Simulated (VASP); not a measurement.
Band structure of MnB (space group Pnma). Calculation: PBEsol GGA, VASP's PBE PAW potentials (set 64) (plane waves; VASP).

The moments were started parallel, and other spin orders were not tried in this run.

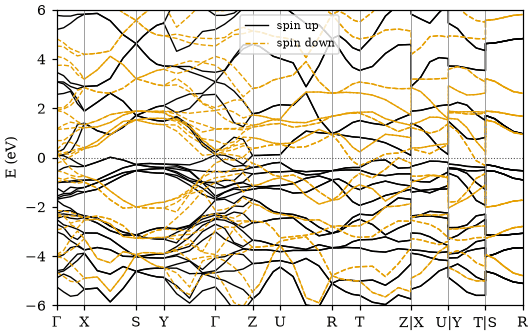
*Bands along high-symmetry lines, zero at the valence-band maximum or, without a gap, the Fermi level*

### Question
Read the plot: is there a gap, and where are the band edges?

### Answer
It has no gap at this level: it comes out as a metal or semimetal.

The structure comes from a measured MnB entry of the Crystallography Open Database, whose conditions weren't checked. The cell was not relaxed at this level. The k-mesh is coarse (spacing up to 0.42 per Å, 2π included), so the numbers may not be converged in it.
